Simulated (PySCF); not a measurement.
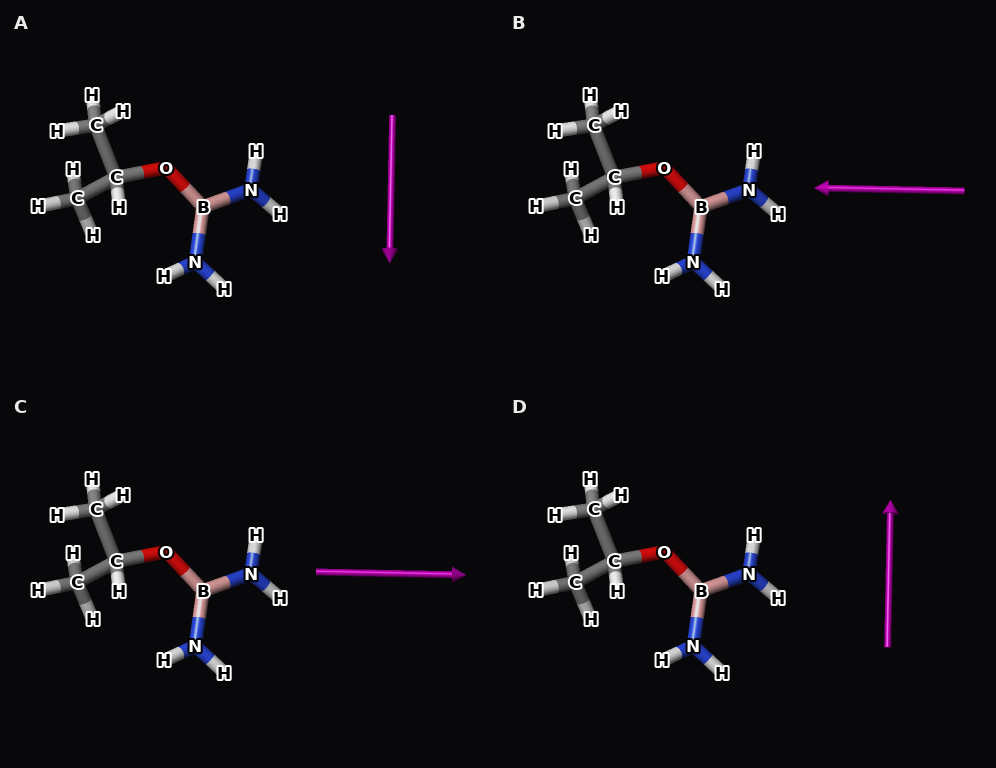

The same molecule four times, each with an arrow. The computed structure is the end point of a GFN2-xTB optimisation. No frequency run is at hand to confirm it as a minimum. Method: CAM-B3LYP/def2-SVPD, gas phase (PySCF 2.14.0).

### Which arrow points along the dipole moment, from the negative to the positive end?

A. The dipole moment is 1.40 D.

The geometry is semi-empirical. Around B such bond lengths and angles can be off by a tenth of an ångström or more and by several degrees, and values that hang on the shape move with them.
